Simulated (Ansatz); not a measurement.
**Calibrating PBE-D4/def2-TZVPP on molecular compounds of Ge**

The vertical ionisation energy (cation less neutral) in eV of 6 molecular compounds of Ge: x at PBE-D4/def2-TZVPP, y at CCSD(T)/def2-TZVPP. Shapes, held fixed at every level: PBE0-D4/def2-TZVP. Flexible molecules stand in one conformer, not always the lowest. Programs: Ansatz 0.2.0.

| molecule | x (eV) | y (eV) |
| --- | --- | --- |
| C3H8Cl3GeN (SMILES CC[N](C)[Ge]([Cl])([Cl])[Cl]) | 8.72 | 9.03 |
| C8H4Ge (SMILES C#[C][Ge]([C]#C)([C]#C)[C]#C) | 9.38 | 10.80 |
| Ge(CH3)3Br (bromotrimethylgermane) | 9.40 | 9.99 |
| C3H9FGeO (SMILES CC(C)[O][GeH2][F]) | 9.93 | 10.52 |
| Ge(GeH3)(OH)ClF | 10.38 | ? |
| GeH2F2 (difluorogermane) | 12.04 | 13.03 |

Problem. Fit y = c + s·x to the known rows and predict y for Ge(GeH3)(OH)ClF.

Solution. 
1. Means of the 5 rows: x = 9.8940, y = 10.674.
2. Σ(Δx)² = 6.4931, Σ(Δx·Δy) = 7.2536, so the slope is 7.2536/6.4931 = 1.1171.
3. Intercept: 10.674 − (1.1171) × 9.8940 = -0.379. The largest residual of the fit is 0.70.
4. Ge(GeH3)(OH)ClF: -0.379 + 1.1171 × 10.38 = 11.22 eV.

CCSD(T)/def2-TZVPP gives 11.07 eV, so the prediction is off by +0.15 eV, within the largest residual. Uncorrected, PBE-D4/def2-TZVPP misses Ge(GeH3)(OH)ClF by -0.69 eV, and the other rows by 0.78 on average. The line removes about 75 % of this miss. GeH2F2 lies far out in x and weighs most in the slope. Left out in turn, the other rows are missed by 0.47 eV on average. Cations run unrestricted. Relativity is left out for Br, Ge. Outer-core shells of Br, Ge are correlated, in sets that cover them unevenly.

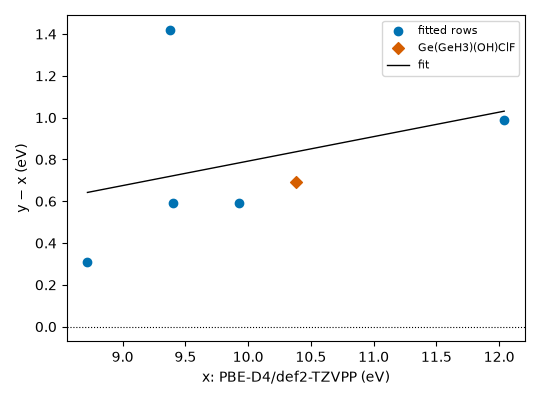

The correction y − x against x, with the fitted line and the withheld molecule.
